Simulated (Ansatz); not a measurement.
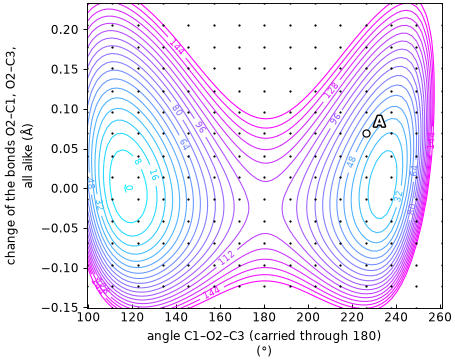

C₂H₄FNO, SMILES COC(=N)F. First axis: angle C1–O2–C3 (carried through 180). Second axis: change of the bonds O2–C1, O2–C3, all alike. Nothing is relaxed (all other coordinates rigid). The grid has 15 × 15 points. Points are written as (first, second). Energies: kJ/mol, counted from the relaxed molecule at the same level. These are results of RKS CAM-B3LYP-D4/def2-SVP in Ansatz 0.2.0, not measurements.

The picture shows contour lines labelled in kJ/mol (none above 152), dots at the grid points, the point A. Between grid points the surface is interpolated.

> Which way does the force act at A, and how strong is it?

A, at (226.1°, 0.069 Å), is not a stationary point. The computed force is 2.4 kJ/mol for each degree towards larger values of the first coordinate and 520 kJ/mol for each Å towards smaller values of the second coordinate.
